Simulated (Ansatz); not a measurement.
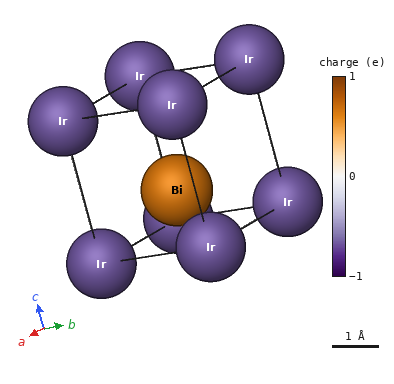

An orthographic spheres-only view of the structure, slightly off an axis. The outline marks the simulation cell. The atoms of this BiIr cell are coloured by their Bader charge.

The calculation used DFT r2SCAN, scalar-relativistic, plane waves, PAW (Ansatz 0.2.0), with an energy cutoff of 500 eV, k-points on a 10×10×10 grid, Gaussian smearing of 0.05 eV, no spin polarisation.

### Interpret the colouring.

Most positive: Bi; most negative: Ir. Charges: about Bi +0.7 e; Ir -0.7 e.

The model was built from a structure type filled with these elements by a generator (whether the compound takes this form wasn't checked). Earlier steps of the study, as a rule a relaxation of our own, may have changed the cell and positions, so they can lie some per cent off the listed ones. It was run through Ansatz as a DFT input.
